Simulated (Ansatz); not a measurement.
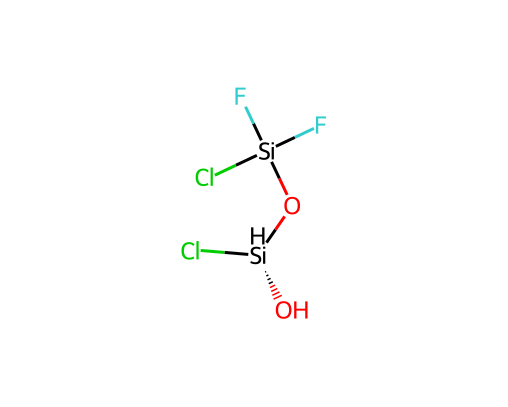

Structural formula above. The computed structure is the end point of a PBE0-D4/def2-TZVP optimisation. No frequency run is at hand to confirm it as a minimum.

Describe the 3D structure.

It has 10 atoms: 2 chlorine, 2 fluorine, 2 hydrogen, 2 oxygen and 2 silicon (Cl₂F₂H₂O₂Si₂). Its SMILES string is `O[Si@H](Cl)O[Si](F)(F)Cl`. It has no ring. Among its groups: Si–H bond, Si–O bond. The point group is C1. Coordination: 2 O bent; 2 Si tetrahedral.

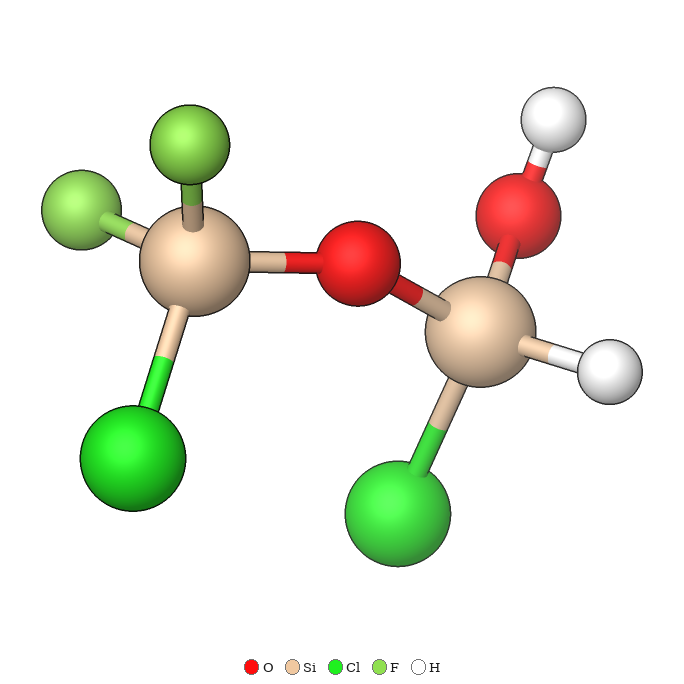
